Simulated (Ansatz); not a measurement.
# SrGeO3: pressure series

The reference is SrGeO$_{3}$ (space group P-62m, No. 189; a = 6.905 Å, c = 5.720 Å; a cell from a computed database, its experimental status unchecked).

Cell and atoms are relaxed at each pressure.

Method: Kohn–Sham DFT with the PBEsol functional, run in Ansatz (a program for electronic structure) with PAW and 420 eV plane waves, spin-orbit coupling left out.

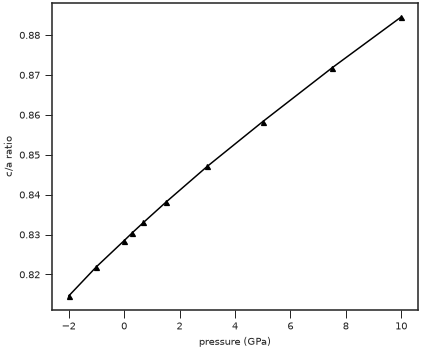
Figure. c/a ratio against pressure

```csv
pressure (GPa),c/a ratio
-2,0.815
-1,0.822
0.3,0.830
0.7,0.833
1.5,0.838
3,0.847
5,0.858
7.5,0.872
10,0.885
```

Load acts through the strain it causes; cell and atoms are relaxed under it. No phonon test of stability was made. Competing high-pressure phases were not computed.
